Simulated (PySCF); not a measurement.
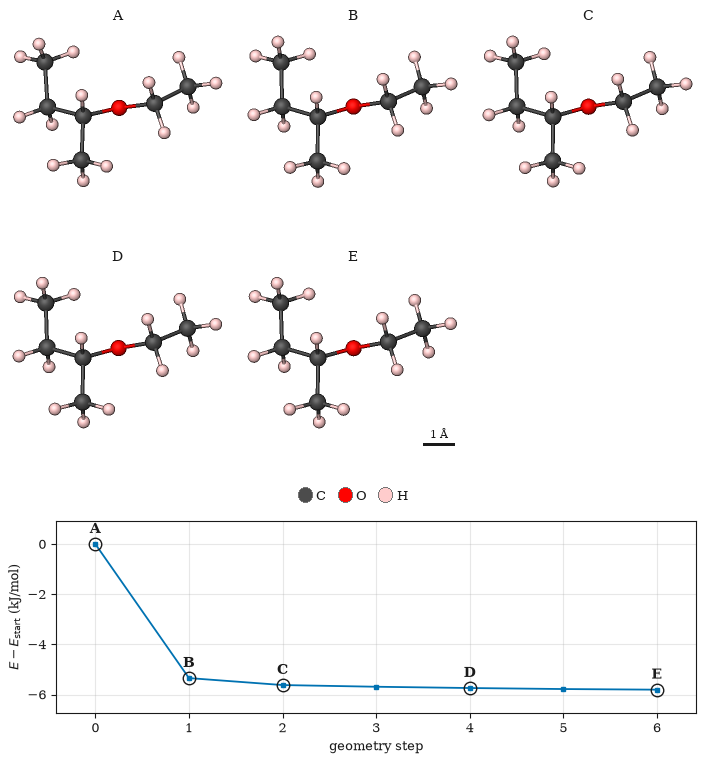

Frames of a relaxation of C$_{6}$H$_{14}$O, marked on the history of the run. The picture is a ball-and-stick view, seen at a tilt.

The start comes from GFN2-xTB.

Method: PySCF 2.14.0, density-fitted response routines, PBE0-D3(BJ)/def2-SVP geometry optimisation, gas phase. 

What happens along the run?

The atom that moves furthest after the best rigid fit is an H atom (0.21 Å). By element the largest moves are H 0.21 Å, C 0.10 Å, O 0.03 Å. Among the contacts that change: C–H 1.091 → 1.103 Å, C–C 1.521 → 1.510 Å, C–C 1.532 → 1.522 Å, C–O 1.408 → 1.399 Å. After 6 geometry steps the energy has fallen by 5.81 kJ/mol. From step 0 to 1: an H atom moves most (0.16 Å), energy −5.35 kJ/mol. From step 1 to 2: an H atom moves most (0.03 Å), energy −0.28 kJ/mol. From step 2 to 4: H atoms move most (0.05 Å), energy −0.12 kJ/mol. From step 4 to 6: an H atom moves most (0.06 Å), energy −0.07 kJ/mol.
